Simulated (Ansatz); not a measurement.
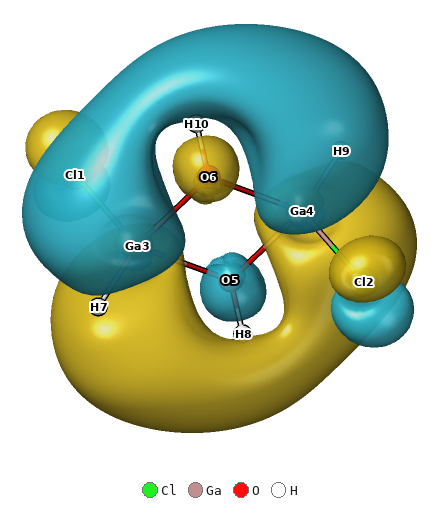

Cl₂Ga₂H₄O₂. One frontier orbital at ±0.06 Å⁻³ᐟ² (yellow and cyan are the two phases), seen at a tilt.

Geometry: PBE0-D4/def2-SVP.

Theory: isolated molecule in a Gaussian basis; Kohn-Sham density functional theory, functional PBE0 (Ansatz).

The calculation's input:

```
crystal:
  periodic: [false, false, false]
  atoms:
    - {symbol: Cl, position_ang: [1.489385, 0.068173, 2.650447]}
    - {symbol: Cl, position_ang: [-1.490017, -0.068049, -2.650244]}
    - {symbol: Ga, position_ang: [1.242901, -0.542468, 0.591683]}
    - {symbol: Ga, position_ang: [-1.242869, 0.542534, -0.591521]}
    - {symbol: O, position_ang: [-0.608762, -1.055129, 0.310480]}
    - {symbol: O, position_ang: [0.608868, 1.054948, -0.310649]}
    - {symbol: H, position_ang: [2.266591, -1.432333, -0.155716]}
    - {symbol: H, position_ang: [-0.824336, -1.914527, -0.069835]}
    - {symbol: H, position_ang: [-2.266333, 1.432310, 0.156248]}
    - {symbol: H, position_ang: [0.824592, 1.914542, 0.069117]}
basis:
  gaussian: {orbitals: def2-SVPD}
hamiltonian: {xc: pbe0}
output: {forces: true, orbitals: {seedname: orbitals}}
```

Run with:

```sh
ansatz run input.yaml --threads 2 --pin off --max-ram 6090MiB --events-out events.jsonl --progress --plain --runs-dir runs
```

Question: Which orbital is it: HOMO or LUMO?

Answer: The LUMO, at −0.77 eV. Its weight (Hirshfeld) is mainly on Ga4 (about 30 %), Ga3 (about 30 %), H8 (about 10 %) and H10 (about 10 %); it is ungerade (odd under inversion).
